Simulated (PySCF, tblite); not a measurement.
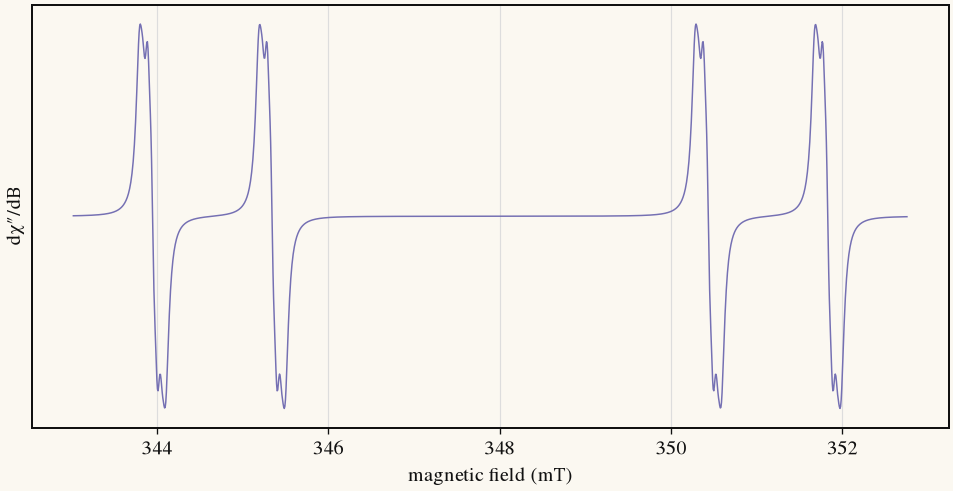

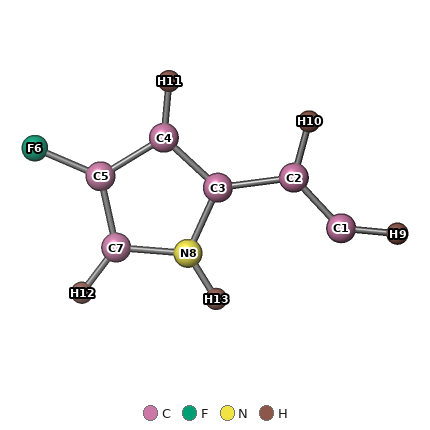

First-order isotropic EPR spectrum (fast tumbling, first derivative) of C₆H₅FN, SMILES [H]/[C]=C/c1cc(F)c[nH]1, doublet at 9.75 GHz, Lorentzian lines of 0.10 mT full width at half height, from computed g and hyperfine couplings (B3LYP/pcH-1 in PySCF 2.14.0, at a GFN2-xTB geometry (a minimum by its frequencies), gas phase); values of one conformer, averaged over methyl-type rotors alone; other conformers aren't averaged in; no vibrational averaging; dilute isotopes left out. The SMILES is one Lewis form and needn't show where the spin sits.

### Which couplings does the calculation give? The spectrum shows the sizes of those above the line width, not their signs.

```tsv
nuclei	isotope	a (mT)	a (MHz)
H10	¹H	6.49	181.8
H9	¹H	1.39	39.1
H12	¹H	0.10	2.8
F6	¹⁹F	0.10	2.7
H11	¹H	0.06	1.6
H13	¹H	−0.03	−0.9
```

### What is the g value, and how wide is the spectrum?

g_iso = 2.0024, which centres the spectrum at 347.9 mT; it spans 8.2 mT.

Caveats: the tight-binding geometry is rougher than a DFT one and adds to the error.
